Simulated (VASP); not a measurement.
Band structure of HfO$_{2}$ (space group Fm-3m). All values below come from r2SCAN meta-GGA with spin-orbit coupling, VASP's PBE PAW potentials (set 64) (plane waves; VASP 6.6.1).

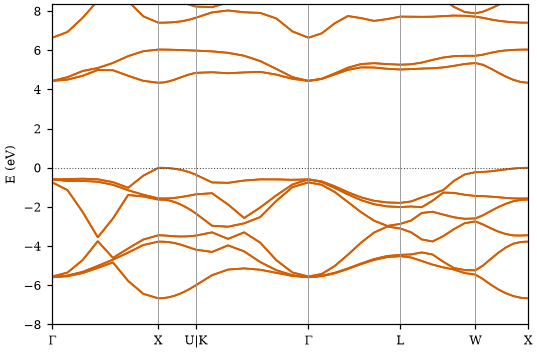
Figure. Bands along high-symmetry lines, zero at the valence-band maximum or, without a gap, the Fermi level

Read the plot: is there a gap, and where are the band edges?

The gap is direct, 4.34 eV, from the valence maximum at X to the conduction minimum at X.

The structure comes from a computed database's HfO2 entry (Fm-3m); how it stands against other phases isn't given here. It was relaxed first.
